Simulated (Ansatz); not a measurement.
The compound is K3ScSi (space group P6/mmm, No. 191), taken as coordinates from a relaxation with Ansatz 0.2.0, DFT PBE, scalar-relativistic, plane waves, PAW; the starting structure was generated, so it need not be a known form of this composition.

```cif
data_structure
_symmetry_space_group_name_H-M 'P6/mmm'
_symmetry_Int_Tables_number 191
_cell_length_a 7.3637
_cell_length_b 7.3637
_cell_length_c 5.1807
_cell_angle_alpha 90.000
_cell_angle_beta 90.000
_cell_angle_gamma 120.000
_cell_volume 243.29
loop_
_atom_site_label
_atom_site_type_symbol
_atom_site_symmetry_multiplicity
_atom_site_Wyckoff_symbol
_atom_site_fract_x
_atom_site_fract_y
_atom_site_fract_z
_atom_site_occupancy
K1 K 3 f 0.50000 0.00000 0.00000 1
Sc1 Sc 1 b 0.00000 0.00000 0.50000 1
Si1 Si 1 a 0.00000 0.00000 0.00000 1
```

Bonds are taken as K–K below 4.1 Å, K–Si below 4.1 Å and Sc–Si below 2.9 Å. Atoms with one bond or none are removed and atoms with two bonds are replaced by edges, until no such atom is left.

Derive the underlying net.

The result is a binodal (6,8)-connected, three-periodic net: K is a 6-connected node; Si is an 8-connected node, in the ratio 3:1. Sc becomes part of the edges. It is a single net, without interpenetration.

```json
{"node": "K", "links": "6", "point symbol": "3⁶·4⁶·5³", "coordination sequence": "6 16 48 90 144"}
{"node": "Si", "links": "8", "point symbol": "3⁶·4⁶·5³·6¹²·8", "coordination sequence": "8 26 56 98 152"}
```

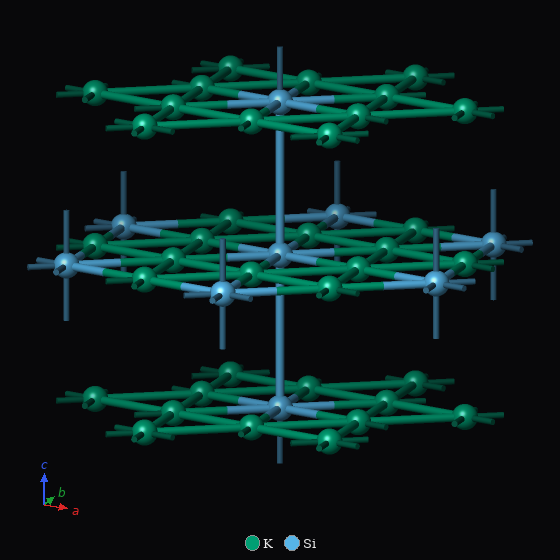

Nodes are coloured by topological kind. Short stubs are edges that leave the cut-out.
